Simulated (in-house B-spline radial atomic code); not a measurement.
**Run report: C²⁺, RPA and GW calculation**

- system: C²⁺, configuration [He] 2s2.
- method: RPA, second-order and SOSEX correlation energies and G0W0 (contour deformation) on a non-relativistic mean field, all electrons, B-spline basis (in-house B-spline radial atomic code)

The input:
```
Z = 6
electrons = 4.0
configuration = [He] 2s2
hamiltonian = nr
method = pbe0
lmax = 9
spin_polarised = False
box_radius = 17.55
intervals = 45
ion_configuration = [He] 2s1
```

Hardware: 1 CPU thread, shared host.

The run was one of a batch that the task file lists, launched with:
```bash
python <driver script> task.json out
```

The program writes its results to a structured record and prints no log; tables and figures of this report are taken from that record.

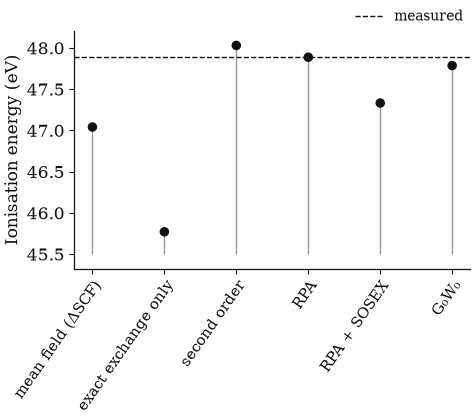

Ionisation energy of C²⁺ ([He] 2s² → [He] 2s). All-electron spherical atom, non-relativistic, PBE0 start, no spin-orbit coupling, Breit or QED terms; computed with a B-spline radial code. Differences of total energies, each species on its own start, beside the G₀W₀ level.

| Method | Ionisation energy (eV) |
| --- | --- |
| mean field (ΔSCF) | 47.04 |
| exact exchange only | 45.77 |
| second order | 48.03 |
| RPA | 47.89 |
| RPA + SOSEX | 47.33 |
| G₀W₀ | 47.79 |

The values run from 45.77 eV (exact exchange only) to 48.03 eV (second order). The measured value is 47.89 eV; nearest to it come RPA (−0.00) and G₀W₀ (−0.10), furthest exact exchange only (−2.12 eV).

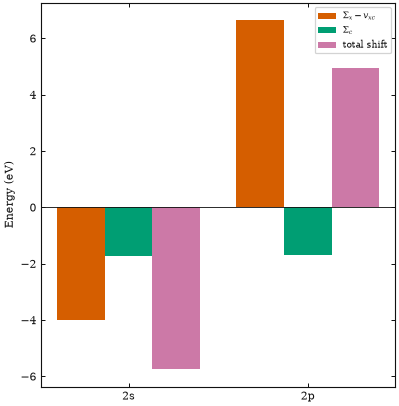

Parts of the G₀W₀ correction to each level for C²⁺ ([He] 2s²). The quasi-particle equation is solved at full frequency; levels of low quasi-particle weight Z are left out. Σ columns are in eV, and Σc holds an estimate for the angular momenta beyond the basis. G₀W₀ moves the highest occupied level, 2s, from −42.04 to −47.79 eV (renormalisation factor Z = 0.94); the measured removal energy is 47.89 eV, so the error is −0.10 eV. The empty level 2p goes from −29.82 to −24.87 eV.

| Level | Mean field (eV) | Σx − vxc (eV) | Σc (eV) | Z | G₀W₀ (eV) |
| --- | --- | --- | --- | --- | --- |
| 2s | −42.04 | −4.02 | −1.73 | 0.94 | −47.79 |
| 2p | −29.82 | 6.64 | −1.68 | 0.95 | −24.87 |

Results in brief:

- outcome: converged
- mean-field total energy: −36.47148 hartree
- total energy with exact exchange alone: −36.40710 hartree
- exact exchange energy: −4.30845 hartree
- RPA correlation, extrapolated in the angular momentum of the empty orbitals: −0.20643 hartree
- RPA correlation, as summed: −0.20615 hartree
- direct second-order term: −0.26180 hartree
- second-order exchange term: 0.12823 hartree
- SOSEX term: 0.10109 hartree
- wall time: 1.5 s
